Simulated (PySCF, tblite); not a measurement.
# C9H20BF4N: electronic excitations, NMR shifts, part 1 of 2

What do calculations give for the electronic excitations, NMR shifts of C9H20BF4N (`CCCC[N+]1(C)CCCC1.F[B-](F)(F)F`)?

Programs: tblite 0.8.0 and PySCF 2.14.0, with routines of our own; each step states its level. All values are computed. Atoms count from 0.

## 1. The system as given

35 atoms, charge 0, multiplicity 1; geometry from: force field, distance geometry or constructed start.

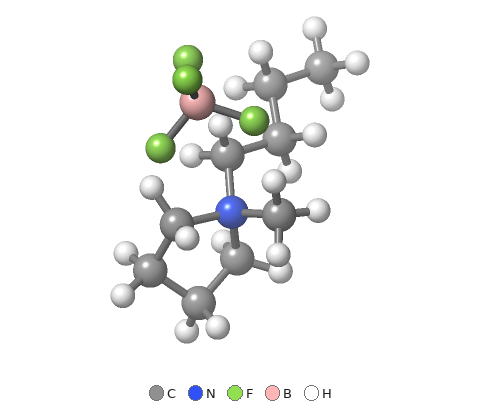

The starting geometry (carbon grey, nitrogen blue, fluorine green, boron pink, hydrogen white).

## 2. Geometry optimisation with GFN2-xTB

Job settings and geometry (Å):

```
{"job": {"kind": "relax", "xc": "GFN2-xTB", "basis": "xTB"}, "charge": 0, "multiplicity": 1}
C      4.051300    -0.731400    -0.340600
C      2.816100    -0.021600    -0.901200
C      1.632600    -0.138600     0.060300
C      0.408700     0.594500    -0.520900
N     -0.860200     0.403300     0.336500
C     -0.674300     0.959700     1.738600
C     -2.043400     1.149700    -0.352200
C     -2.967100     0.054100    -0.835700
C     -2.795500    -1.041000     0.194900
C     -1.299400    -1.075700     0.392100
F     -0.441400     5.933300     0.165700
B     -0.277300     4.497600     0.000800
F      0.760500     4.242900    -0.978400
F     -1.525200     3.917200    -0.455700
F      0.101500     3.909200     1.272100
H      3.847700    -1.794600    -0.177300
H      4.885100    -0.635300    -1.035600
H      4.349700    -0.296400     0.616500
H      3.058300     1.033100    -1.065600
H      2.564500    -0.462400    -1.862600
H      1.403300    -1.191100     0.234500
H      1.909200     0.300800     1.023600
H      0.176500     0.227400    -1.514200
H      0.594100     1.664500    -0.574200
H     -0.361200     2.008500     1.659200
H      0.081000     0.367400     2.262000
H     -1.621500     0.882800     2.275800
H     -1.667100     1.782800    -1.155800
H     -2.534600     1.773300     0.402600
H     -4.005100     0.393800    -0.913900
H     -2.649200    -0.301500    -1.826500
H     -3.194800    -1.999800    -0.143000
H     -3.305000    -0.770800     1.128400
H     -0.983600    -1.517000     1.345900
H     -0.815100    -1.600700    -0.444400
```

Command:

```sh
$ OMP_NUM_THREADS=1 python large_run.py task.json out
```

The driver reads the jobs from task.json and runs them one after another.

Log:

```text
step      E/eV     max force
  0   -1435.29910    2.226
  1   -1435.57470    1.332
  2   -1435.71442    0.991
  3   -1435.73600    0.218
  4   -1435.74728    0.184
  5   -1435.75861    0.244
  6   -1435.76581    0.267
  7   -1435.77243    0.219
  8   -1435.77688    0.247
  9   -1435.78088    0.279
 10   -1435.78385    0.187
 11   -1435.78636    0.118
 12   -1435.78904    0.155
 13   -1435.79258    0.218
 14   -1435.79703    0.242
 15   -1435.80194    0.174
 16   -1435.80678    0.142
 17   -1435.81118    0.150
 18   -1435.81471    0.183
 19   -1435.81735    0.117
 20   -1435.81988    0.115
 21   -1435.82322    0.147
 22   -1435.82758    0.213
 23   -1435.83196    0.194
 24   -1435.83554    0.106
 25   -1435.83905    0.136
 26   -1435.84373    0.174
 27   -1435.84970    0.216
 28   -1435.85521    0.164
 29   -1435.85902    0.111
 30   -1435.86156    0.122
 31   -1435.86387    0.158
 32   -1435.86612    0.119
 33   -1435.86751    0.093
 34   -1435.86860    0.063
 35   -1435.87051    0.074
 36   -1435.87091    0.063
 37   -1435.87192    0.055
 38   -1435.87254    0.073
 39   -1435.87348    0.075
 40   -1435.87422    0.063
 41   -1435.87484    0.054
 42   -1435.87531    0.049
 43   -1435.87580    0.047
 44   -1435.87629    0.048
 45   -1435.87676    0.042
 46   -1435.87719    0.048
 47   -1435.87763    0.051
 48   -1435.87809    0.049
 49   -1435.87854    0.040
 50   -1435.87905    0.049
 51   -1435.87970    0.077
 52   -1435.88055    0.091
 53   -1435.88144    0.071
 54   -1435.88220    0.063
 55   -1435.88302    0.075
 56   -1435.88401    0.081
 57   -1435.88522    0.098
 58   -1435.88674    0.099
 59   -1435.88861    0.080
 60   -1435.89087    0.095
 61   -1435.89348    0.096
 62   -1435.89631    0.123
 63   -1435.89820    0.220
 64   -1435.88663    0.498
 65   -1435.90310    0.114
 66   -1435.90565    0.100
 67   -1435.91187    0.371
 68   -1435.91773    0.094
 69   -1435.92109    0.103
 70   -1435.92747    0.219
 71   -1435.93094    0.103
 72   -1435.93353    0.096
 73   -1435.93672    0.088
 74   -1435.93820    0.076
 75   -1435.94103    0.091
 76   -1435.94326    0.098
 77   -1435.94544    0.095
 78   -1435.94702    0.080
 79   -1435.94839    0.074
 80   -1435.94966    0.083
 81   -1435.95103    0.083
 82   -1435.95251    0.098
 83   -1435.95413    0.101
 84   -1435.95574    0.103
 85   -1435.95706    0.100
 86   -1435.95873    0.090
 87   -1435.96057    0.074
 88   -1435.96223    0.084
 89   -1435.96366    0.079
 90   -1435.96506    0.071
 91   -1435.96602    0.055
 92   -1435.96681    0.052
 93   -1435.96750    0.050
 94   -1435.96817    0.057
 95   -1435.96881    0.056
 96   -1435.96946    0.051
 97   -1435.97014    0.048
 98   -1435.97084    0.049
 99   -1435.97144    0.070
100   -1435.97191    0.050
101   -1435.97243    0.046
102   -1435.97301    0.043
103   -1435.97341    0.043
104   -1435.97388    0.039
105   -1435.97442    0.045
106   -1435.97501    0.048
107   -1435.97556    0.033
108   -1435.97601    0.042
109   -1435.97635    0.048
110   -1435.97670    0.040
111   -1435.97702    0.031
112   -1435.97729    0.026
113   -1435.97751    0.024
114   -1435.97775    0.033
115   -1435.97801    0.033
116   -1435.97831    0.028
117   -1435.97860    0.035
118   -1435.97888    0.029
119   -1435.97914    0.035
120   -1435.97938    0.027
121   -1435.97958    0.028
122   -1435.97974    0.022
123   -1435.97985    0.017
```

Run time: 3.1 s. Hardware: 1 thread of Arm Neoverse N1, shared host; peak memory 0.18 GiB.

Along the way:

```
step  energy from step 0 (eV)  largest force (eV/Å)
   0                   0.0000                2.2265
   1                  -0.2756                1.3320
   2                  -0.4153                0.9905
   3                  -0.4369                0.2183
   4                  -0.4482                0.1843
   5                  -0.4595                0.2436
   6                  -0.4667                0.2670
   7                  -0.4733                0.2188
   8                  -0.4778                0.2471
  18                  -0.5156                0.1827
  28                  -0.5561                0.1644
  38                  -0.5734                0.0734
  48                  -0.5790                0.0489
  58                  -0.5876                0.0989
  68                  -0.6186                0.0944
  78                  -0.6479                0.0798
  88                  -0.6631                0.0834
  98                  -0.6717                0.0494
 108                  -0.6769                0.0418
 119                  -0.6800                0.0345
 120                  -0.6803                0.0270
 121                  -0.6805                0.0287
 122                  -0.6806                0.0226
 123                  -0.6807                0.0173
```

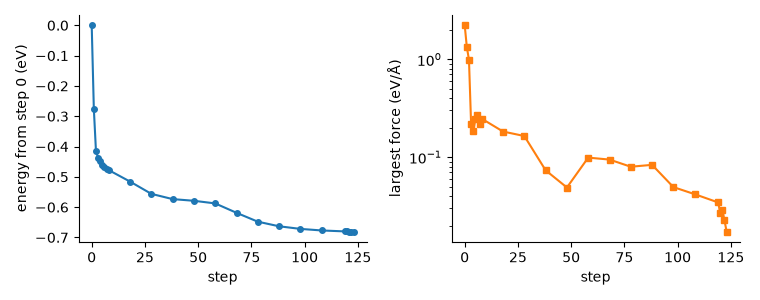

Energy and force, step by step.

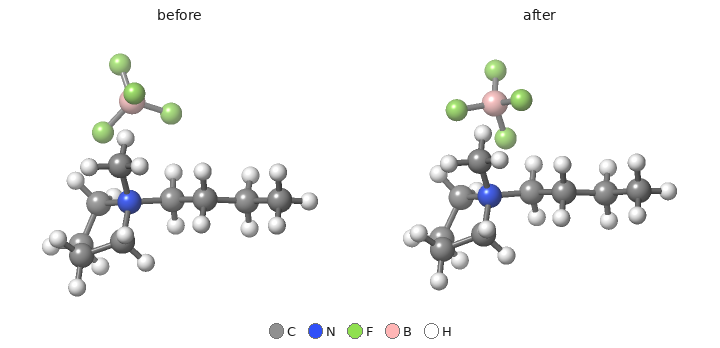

Before and after, at one scale.

Close pairs (by a distance rule), those that changed most:

```
   bond  before (Å)  after (Å)  change (Å)
F10–B11       1.454      1.353      -0.102
  C3–N4       1.543      1.489      -0.055
  N4–C6       1.559      1.506      -0.054
B11–F13       1.450      1.398      -0.052
  N4–C9       1.544      1.492      -0.051
B11–F14       1.451      1.400      -0.051
B11–F12       1.449      1.400      -0.049
  N4–C5       1.520      1.473      -0.047
```

The next job starts from the end point, and lists it.

## 3. Electronic excitations: TDDFT wB97X-D/6-31G*

Job settings and geometry (Å):

```
{"job": {"kind": "uv", "basis": "6-31G*", "grid": 1, "kgrid": 0, "vcut": 1.5, "nstates": 6, "ntriplets": 2, "tda": false, "delta": [], "pop": true, "xc": "wB97X-D"}, "charge": 0, "multiplicity": 1}
C      4.047045    -0.607091    -0.266474
C      2.791901     0.043671    -0.833413
C      1.607125    -0.105964     0.123486
C      0.398426     0.631953    -0.441697
N     -0.873422     0.447765     0.309387
C     -0.732265     0.970832     1.679193
C     -1.987735     1.177432    -0.392431
C     -2.964920     0.117970    -0.882134
C     -2.792738    -0.989769     0.149746
C     -1.282518    -0.987175     0.339279
F     -0.066409     5.516278    -0.127515
B     -0.253860     4.181227    -0.016082
F     -0.343020     3.560114    -1.267802
F     -1.424084     3.871213     0.683718
F      0.797760     3.557873     0.666748
H      3.889233    -1.669626    -0.091294
H      4.877955    -0.494041    -0.957125
H      4.322065    -0.141445     0.676434
H      2.976310     1.105108    -1.000359
H      2.548764    -0.409565    -1.796916
H      1.396966    -1.169284     0.266090
H      1.898876     0.323308     1.081694
H      0.218296     0.304942    -1.468616
H      0.621939     1.698500    -0.458352
H     -0.478313     2.028653     1.637389
H      0.053874     0.439066     2.209397
H     -1.670503     0.853201     2.217163
H     -1.586961     1.797863    -1.191269
H     -2.463145     1.851634     0.317864
H     -3.979052     0.504626    -0.927216
H     -2.691319    -0.242831    -1.874214
H     -3.157398    -1.954936    -0.193397
H     -3.306680    -0.735761     1.076664
H     -0.958649    -1.457928     1.266131
H     -0.814403    -1.499966    -0.502445
```

With the program's defaults for keys left out, this is: TDDFT wB97X-D/6-31G*, vertical, gas phase, core orbitals frozen in the response, virtual orbitals cut by energy.

Log:

```text
start: PBE on a coarse grid of 26977 points
cycle   1  E = -832.9408612831  dE =  1.324e+00  |g| = 1.263e+00  |ddm| = 5.126e+00
cycle   2  E = -832.4919599767  dE =  4.489e-01  |g| = 2.033e+00  |ddm| = 2.961e+00
cycle   3  E = -833.2420711846  dE = -7.501e-01  |g| = 1.968e-01  |ddm| = 1.811e+00
cycle   4  E = -833.2497046009  dE = -7.633e-03  |g| = 7.734e-02  |ddm| = 2.596e-01
cycle   5  E = -833.2509772729  dE = -1.273e-03  |g| = 1.848e-02  |ddm| = 8.614e-02
cycle   6  E = -833.2510376047  dE = -6.033e-05  |g| = 6.519e-03  |ddm| = 1.795e-02
final grid: 115620 points
cycle   7  E = -833.9136525486  dE = -9.127e-03  |g| = 6.730e-02  |ddm| = 4.132e-01
cycle   8  E = -833.9140510729  dE = -3.985e-04  |g| = 5.460e-02  |ddm| = 9.793e-02
cycle   9  E = -833.9145370728  dE = -4.860e-04  |g| = 6.778e-03  |ddm| = 3.591e-02
cycle  10  E = -833.9145478791  dE = -1.081e-05  |g| = 1.886e-03  |ddm| = 1.029e-02
cycle  11  E = -833.9145487782  dE = -8.991e-07  |g| = 4.212e-04  |ddm| = 2.963e-03
cycle  12  E = -833.9145481164  dE =  6.618e-07  |g| = 1.364e-04  |ddm| = 5.378e-04
cycle  13  E = -833.9145496434  dE = -1.527e-06  |g| = 4.961e-05  |ddm| = 1.744e-04
converged SCF energy = -833.9145496434

Static polarisability (au): isotropic 106.250, principal 94.802 105.700 118.248

Singlet excitations
state   eV       nm        f      main configurations
  1   9.7299    127.4   0.00027   H-2->L 0.65, H->L 0.16
  2   9.8651    125.7   0.00007   H->L 0.61, H-2->L 0.16
  3   9.9746    124.3   0.00045   H-1->L 0.73
  4  10.2442    121.0   0.01439   H-2->L+1 0.57, H->L+1 0.19
  5  10.3546    119.7   0.02116   H->L+1 0.29, H-5->L 0.28
  6  10.4596    118.5   0.00357   H->L+1 0.25, H-2->L+1 0.13, H-5->L 0.10

Triplet excitations (Tamm-Dancoff, eV): 9.7010 9.8223
```

It took 78 s on 1 thread of Arm Neoverse N1, shared host; peak memory 0.64 GiB.

The orbitals next to the gap, with their largest atomic shares:

```csv
orbital,eV,atoms
HOMO−4,-10.77,"F12 28 %, F10 23 %, F14 20 %"
HOMO−3,-10.77,"F13 27 %, F14 24 %, F10 22 %"
HOMO−2,-9.98,"F14 35 %, F12 33 %, F13 30 %"
HOMO−1,-9.93,"F10 45 %, F14 31 %, F13 12 %"
HOMO,-9.89,"F10 43 %, F13 30 %, F12 24 %"
LUMO,3.02,"C9 11 %, H34 10 %, C8 8 %"
LUMO+1,3.53,"C9 11 %, H34 11 %, H33 9 %"
LUMO+2,4.00,"C2 16 %, H20 13 %, H21 8 %"
LUMO+3,4.21,"C9 23 %, N4 16 %, C5 7 %"
```

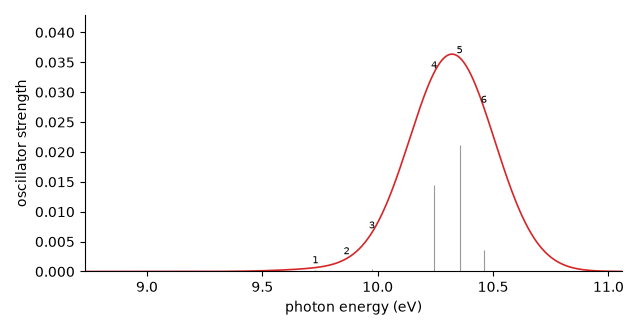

Absorption spectrum from the 6 singlet states computed; above the last one it falls off for lack of states. Lines are broadened to a width of 0.40 eV (Gaussian).

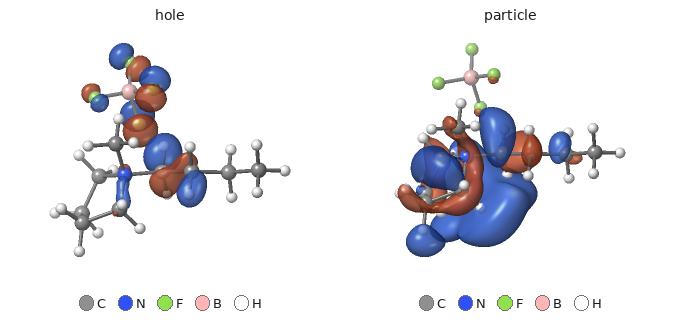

Leading natural transition orbitals of singlet state 5: the electron leaves the hole (left) for the particle orbital (right).

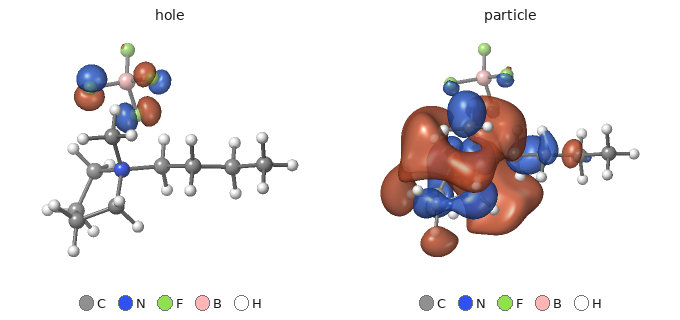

Leading natural transition orbitals of singlet state 1: the electron leaves the hole (left) for the particle orbital (right).

Further results of this job:

| property | computed |
| --- | --- |
| dipole moment (D) | 13.74 |
| polarisability (Å³) | 15.74 |
| HOMO–LUMO gap (eV) | 12.91 |
| −ε(HOMO) (eV) | 9.89 |

The fields below are evaluated on a grid from the run's orbitals.

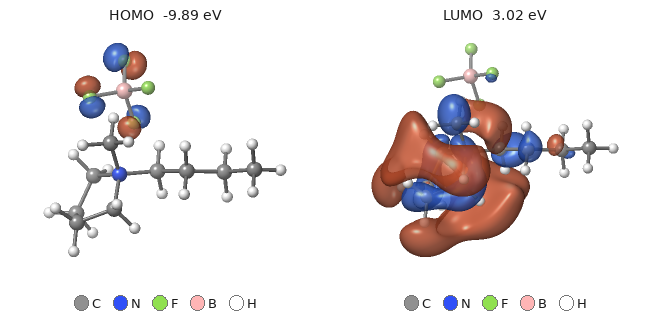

wB97X-D/6-31G* orbitals near the gap, drawn at the value that encloses 70 % of each; the two colours are the two signs.

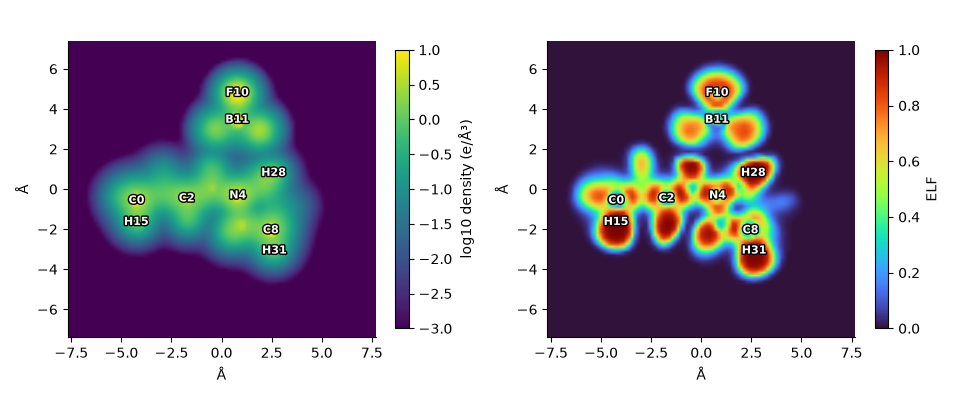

Density (left) and ELF (right) in a plane through or near 9 of the atoms.

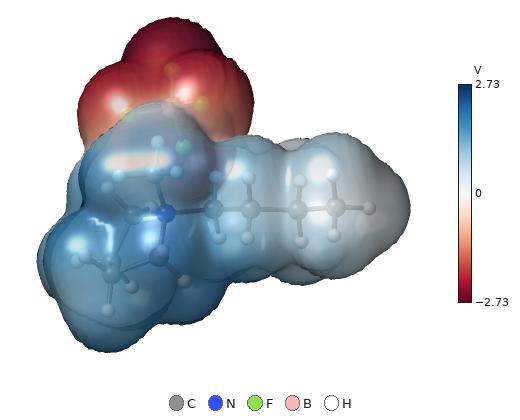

The potential that a unit positive charge feels on the 0.002 e/bohr³ surface, from the 1st to the 99th percentile, from -2.73 V near F10 to 2.05 V near H33.

(Continued in part 2 of 2.)
